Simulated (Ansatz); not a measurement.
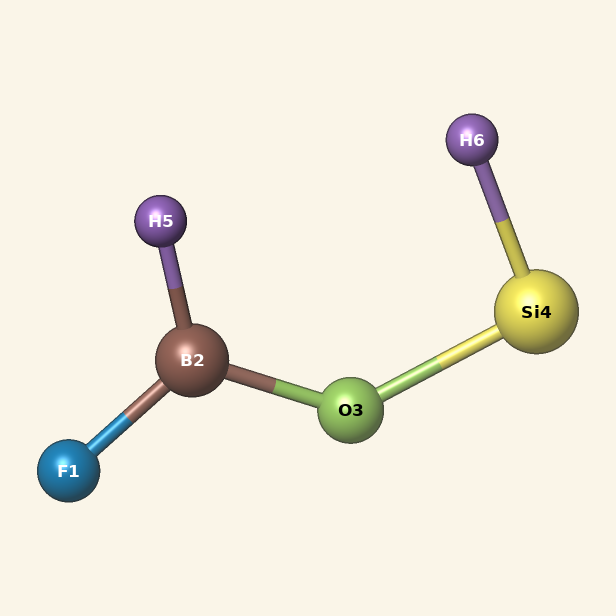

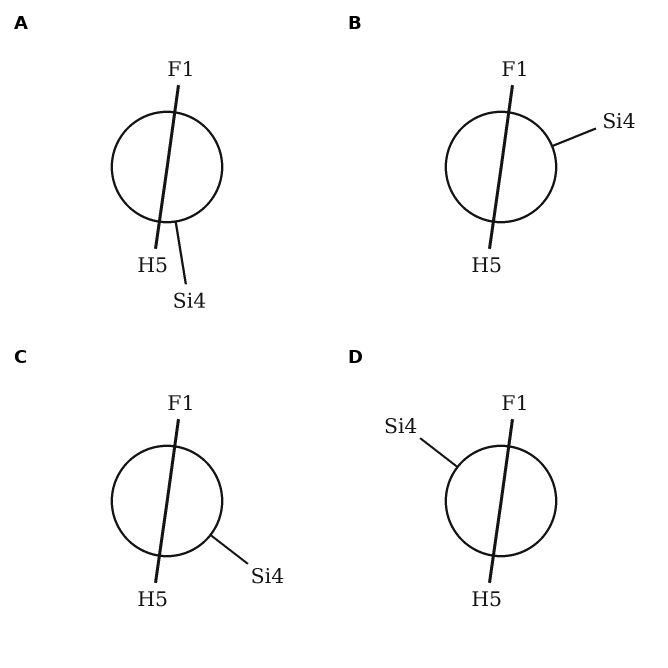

Distant atoms are faded towards the background colour. Bonds that would overlap in a projection are set slightly apart. The geometry was computed by an optimisation with PBE0-D4/def2-TZVP. No frequency run is at hand to confirm it as a minimum.

Question: Which Newman projection shows the view along B2–O3, with B2 in front?

Answer: A. The torsion angle F1–B2–O3–Si4 is 180°, antiperiplanar (anti).
